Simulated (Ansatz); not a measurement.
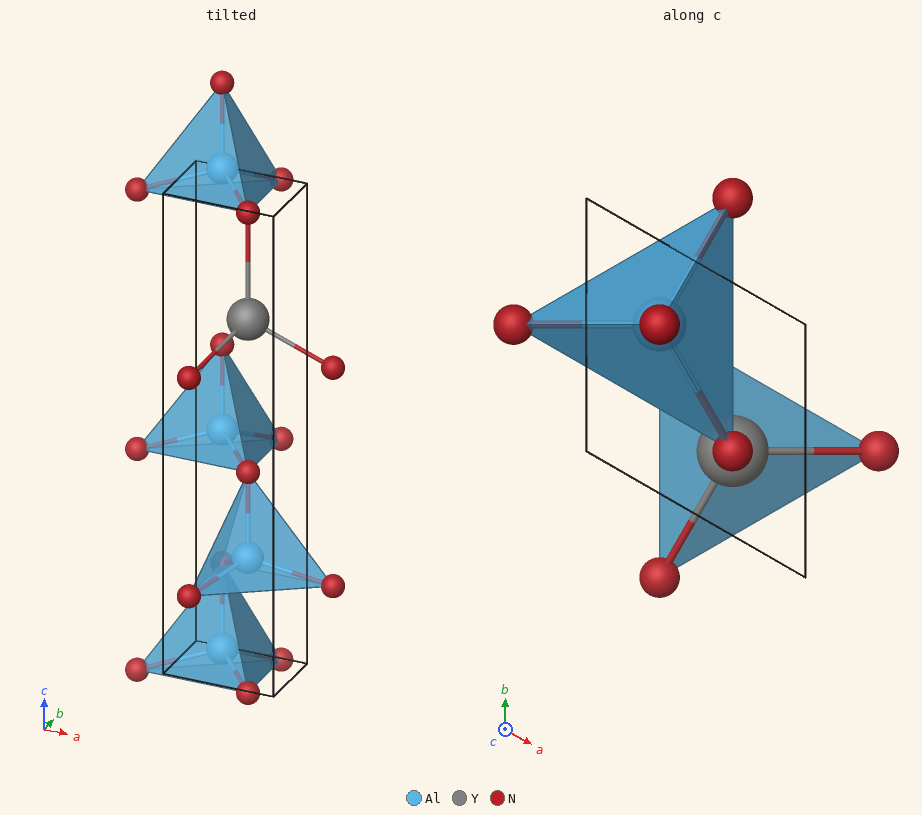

The figure gives a polyhedral picture of the atoms, viewed slightly off an axis and along the c axis. The conventional unit cell is drawn as a box. Some neighbours outside the box are added.

YAl3N4, space group P3m1 (No. 156), a = 3.250 Å, b = 3.250 Å, c = 10.619 Å, α = 90.00°, β = 90.00°, γ = 120.00°. The structure comes from a structure type filled with these elements by a generator (whether the compound takes this form wasn't checked). Earlier steps of the study, as a rule a relaxation of our own, may have changed the cell and positions, so they can lie some per cent off the listed ones. It went into a calculation with Ansatz.

This one geometry was computed with Ansatz (DFT, plane waves, PAW) at five levels of theory: PBE, PBE with spin-orbit coupling, HSE06, r2SCAN and PBE0. It was relaxed beforehand with r2SCAN.

Q: Which level gives the highest pressure at this volume, and what does that say about its equilibrium volume?

A: Highest: PBE (3.3 GPa) and PBE with spin-orbit coupling (3.3 GPa), which points to the largest equilibrium volume. Lowest, with the smallest volume: HSE06 (-0.7 GPa) and PBE0 (-0.7 GPa). Levels within 0.5 GPa of each other can't be told apart.

Q: How does the band gap change with the level of theory?

A: PBE with spin-orbit coupling: a gap of 2.38 eV, indirect; PBE: a gap of 2.38 eV, indirect; r2SCAN: a gap of 2.82 eV, indirect; HSE06: a gap of 3.45 eV, indirect; PBE0: a gap of 4.15 eV, indirect.

Q: Collect the results in a table.

A:
| level | cutoff (eV) | k-mesh of the run's cell | gap (eV) | pressure (GPa) |
| --- | --- | --- | --- | --- |
| PBE | 420 | 12×12×4 | 2.38 | 3.3 |
| PBE with spin-orbit coupling | 420 | 12×12×4 | 2.38 | 3.3 |
| HSE06 | 420 | 6×6×2 | 3.45 | -0.7 |
| r2SCAN | 500 | 12×12×4 | 2.82 | 0.0 |
| PBE0 | 420 | 6×6×2 | 4.15 | -0.7 |

Gaps are taken on the k-mesh or band path of each run.
